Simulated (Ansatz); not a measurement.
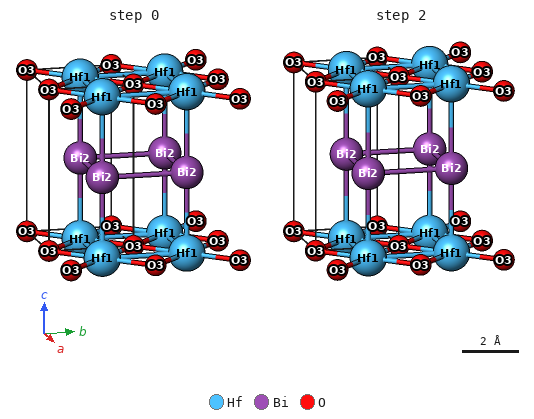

The structure of solid HfBiO (a generated structure, set up in P4/mmm) (coarse preliminary run) before (left) and after (right) a relaxation, at one scale.

Style: ball-and-stick. Shown: the cell of the calculation, repeated 2 × 2 × 1 with one cell outlined, slightly off an axis.

All numbers below come from Ansatz, DFT PBE, scalar-relativistic, plane waves, PAW. Settings: plane-wave cutoff 420 eV; k-point mesh 6 × 6 × 4; occupations gaussian; smearing width 0.1 eV; no spin polarisation; cell and atoms relaxed; force threshold 0.04 eV/Å; at most 70 steps.

### Summarise the run.

The energy falls by 24.4 meV per atom in 1 accepted move (2 points after the start). All forces vanish by symmetry, so only the cell relaxes. The pressure goes from −0.96 to 0.11 GPa. The SCF was repeated once at an unchanged geometry on a basis and grid sized afresh for the cell, which shifted the energy by 1.1 meV per atom at most. No atom moves by more than 0.005 Å relative to the cell. The volume changes by +1.6 %, with a = b 3.152 → 3.106 Å (−1.5 %), c 5.991 → 6.269 Å (+4.6 %). Some distances before and after: Hf1–Bi2 2.995 → 3.135 Å, Hf1–Hf1 3.152 → 3.106 Å, Bi2–Bi2 3.152 → 3.106 Å, Hf1–O3 2.229 → 2.196 Å. The space group stays P4/mmm (No. 123).
